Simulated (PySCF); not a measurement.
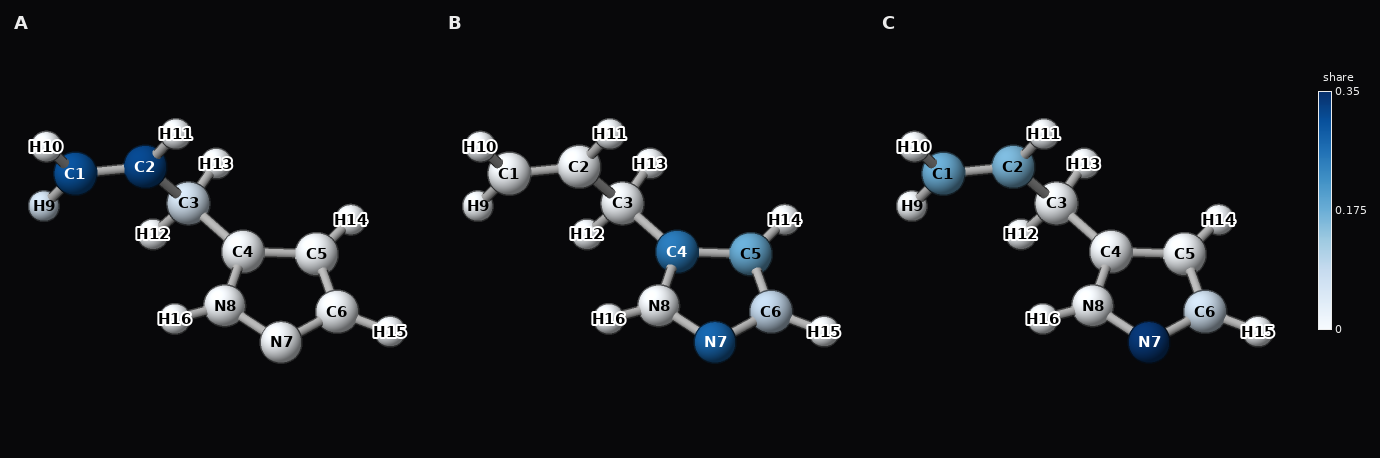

Each panel colours the atoms by their Löwdin share in one orbital (up to four of the largest shares; other atoms are shown as zero). The geometry was computed by an optimisation with GFN2-xTB. No frequency run is at hand to confirm it as a minimum. Method: B3LYP/def2-SVPD (PySCF 2.14.0).

**The panels show the HOMO−2, HOMO, LUMO, in some order. Which is which?**

A: LUMO, −0.34 eV; C2 0.32, C1 0.30, H9 0.06, C3 0.06
B: HOMO, −6.73 eV; N7 0.28, C4 0.25, C5 0.18, C6 0.09
C: HOMO−2, −7.71 eV; N7 0.34, C1 0.17, C2 0.16, C6 0.07
